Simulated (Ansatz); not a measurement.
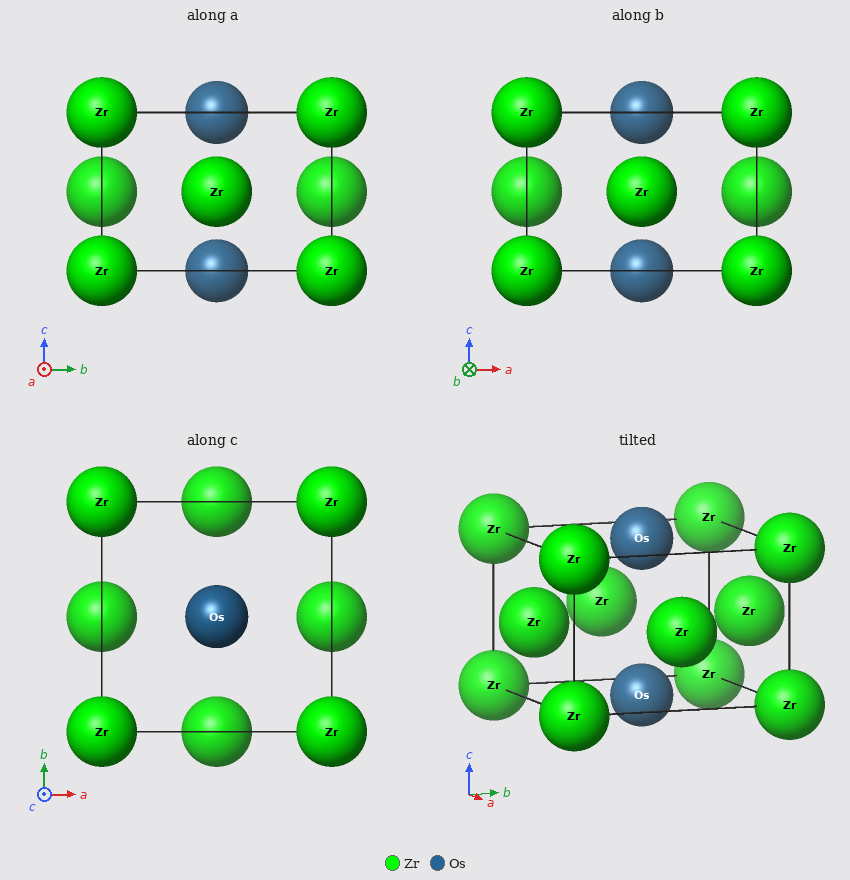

Spheres-only model, viewed along the a axis, along the b axis, along the c axis and slightly off an axis. The lines enclose the conventional unit cell; boundary atoms appear with their images.

Lattice parameters: a = 4.848 Å, b = 4.848 Å, c = 3.337 Å, α = 90.00°, β = 90.00°, γ = 90.00°. Put a along x and b in the xy plane.

Set out the cell and atoms as a POSCAR file.

Answer.
```
Zr Os
1.0
     4.848    0.000    0.000
     0.000    4.848    0.000
     0.000    0.000    3.337
Zr Os
3 1
Direct
  0.0000 0.0000 0.0000
  0.0000 0.5000 0.5000
  0.5000 0.0000 0.5000
  0.5000 0.5000 0.0000
```

Origin of the cell: a structure type filled with these elements by a generator (whether the compound takes this form wasn't checked). The picture shows the end point of a geometry optimisation with DFT PBE, scalar-relativistic, plane waves, PAW (Ansatz 0.2.0).
